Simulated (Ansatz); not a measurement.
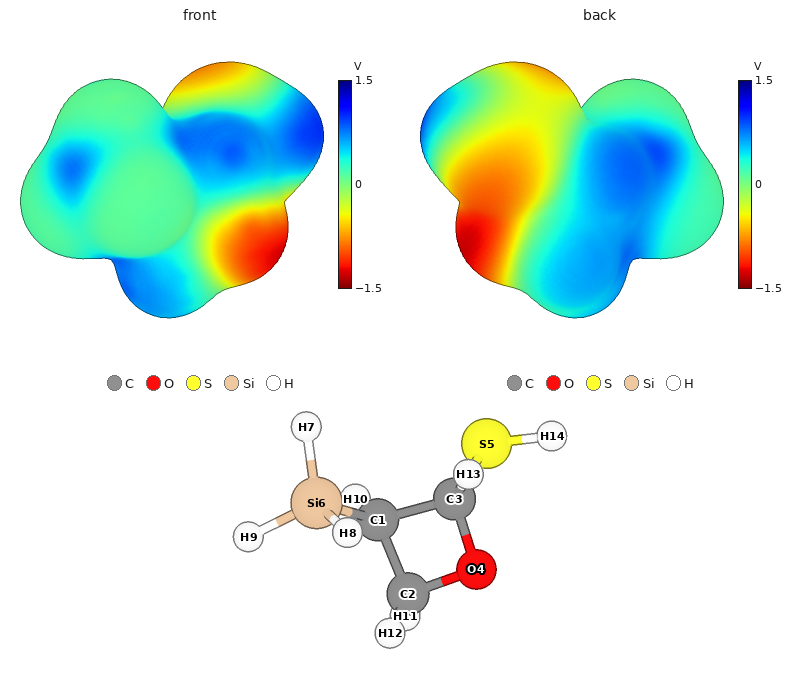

*C3H8OSSi. The molecular electrostatic potential painted on the density surface at 0.001 e/bohr³, seen from the front and from behind; the colour scale runs from red (negative) to blue (positive). The bare structure is drawn below in the same view.*

Geometry: B3LYP-D3(BJ)/def2-SVP.

The calculation used isolated molecule in a Gaussian basis; Kohn-Sham density functional theory, functional PBE0 (Ansatz).

```xyz
14

C    -0.9214   -0.0764   -0.0596
C    -1.0209   -1.6172   -0.1786
C    -0.1567   -0.1950   -1.3997
O    -0.2027   -1.6164   -1.3587
S    -1.0729    0.5974   -2.7771
Si    0.0503    0.6303    1.4003
H     0.3195    2.0803    1.1800
H     1.3456   -0.1004    1.5181
H    -0.7273    0.4565    2.6617
H    -1.8887    0.4411   -0.1533
H    -2.0380   -2.0007   -0.3715
H    -0.5628   -2.2115    0.6316
H     0.8841    0.1675   -1.4305
H    -0.1656    0.3160   -3.7409
```

Question: Describe the electrostatic potential map.

Answer: The most negative region (about −1.3 V) lies over O4, the most positive (about +0.9 V) over Si6 and H14. O4 is the likeliest acceptor of a hydrogen bond.
